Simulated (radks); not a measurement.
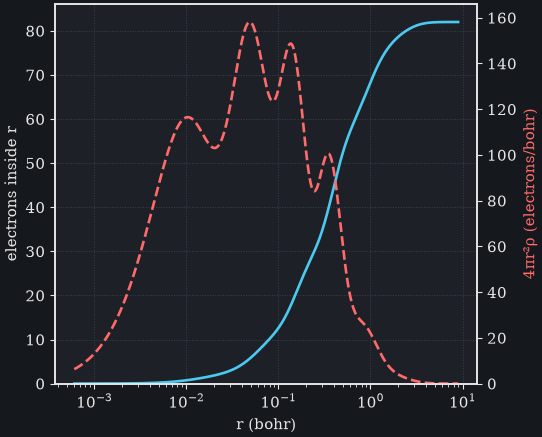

The bismuth ion Bi⁺ in the configuration [Xe] 4f14 5d10 6s2 6p2 (high spin). Theory: scalar-relativistic Kohn-Sham, r2SCAN, spin-polarised, spherical densities, finite nucleus (computed with the in-house radial solver radks).

The plot shows the number of electrons inside radius r (solid) and the radial density 4πr²ρ (dashed).

Question: Describe it and give its main numbers.

Answer: The count levels off at 82 electrons. Half of them lie within 0.362 bohr, 90 % within 1.32 bohr and 99 % within 3.14 bohr. The radial density has minima at 0.0203, 0.0871 and 0.247 bohr, where the count stands at 1.9, 11.0 and 30.1; these part the shells that the density resolves.
